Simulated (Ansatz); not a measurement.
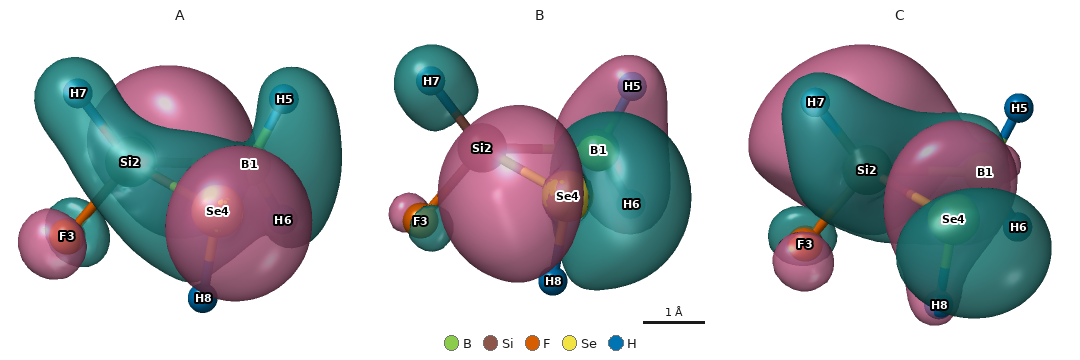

*BFH₄SeSi (SMILES B[SiH](F)[SeH]). Three frontier orbitals at ±0.08 Å⁻³ᐟ² (teal and pink are the two phases), in no order.*

Method: RKS B3LYP-D4/def2-SVP in Ansatz.

Input

```
crystal:
  periodic: [false, false, false]
  atoms:
    - { symbol: B, position_ang: [-0.8835, 0.9285, 0.2309] }
    - { symbol: Si, position_ang: [0.7567, 0.0671, -0.0663] }
    - { symbol: F, position_ang: [1.4176, -0.3123, 1.4106] }
    - { symbol: Se, position_ang: [0.48, -1.8324, -1.2582] }
    - { symbol: H, position_ang: [-1.575, 1.3145, -0.7244] }
    - { symbol: H, position_ang: [-1.3205, 1.1832, 1.316] }
    - { symbol: H, position_ang: [1.6939, 0.955, -0.8102] }
    - { symbol: H, position_ang: [-0.4771, -2.3606, -0.1543] }
basis:
  gaussian: { orbitals: def2-SVP }
hamiltonian:
  xc: b3lyp
  dispersion: d4
relax:
  f_tol: 0.015
  max_steps: 40
output:
  orbitals: {}
```

Launched as:

```sh
ansatz run input.yaml --threads 2 --pin off --max-ram 3072MiB --backend cpu --events-out ev --progress --plain --runs-dir out
```

The fields are those of the relaxed geometry.

Question: Order the three orbitals by energy and name them.

Answer: B is the HOMO−1 (−7.74 eV). It lies mainly on Se4 (about 70 %) and B1 (about 10 %); largely a lone pair of Se4. A is the HOMO (−7.33 eV). By Hirshfeld shares it lies mainly on Si2 (about 30 %), Se4 (about 30 %) and B1 (about 25 %). C is the LUMO (−0.86 eV). It lies mainly on Si2 (about 50 %), Se4 (about 30 %) and B1 (about 10 %).

Question: What is the HOMO–LUMO gap?

Answer: 6.47 eV between the orbital energies.
